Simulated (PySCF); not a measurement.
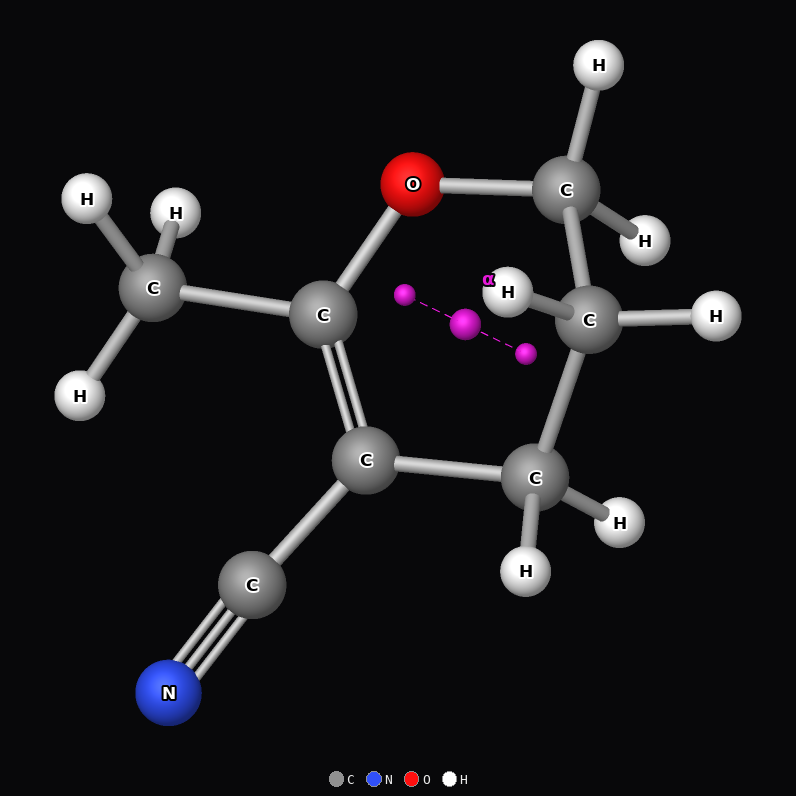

The small points mark where nucleus-independent chemical shifts (NICS) were computed: at the centre of each lettered ring and 1 Å above and below it. Geometry: a frame of a GFN2-xTB molecular-dynamics simulation, not a minimum. Properties computed with GIAO PBE0/pcSseg-1 NMR shielding, non-relativistic, gas phase (PySCF 2.14.0).

Give NICS(0), NICS(1) and the out-of-plane component NICS(1)zz for each ring (means of the two sides).

| ring | members | NICS(0) | NICS(1) | NICS(1)zz |
| --- | --- | --- | --- | --- |
| α | C5O | −1.5 | −2.0 | 1.2 |

Values in ppm.

What do the values say about the ring currents?

Ring α: weak, as in a non-aromatic ring. NICS is one index among several.
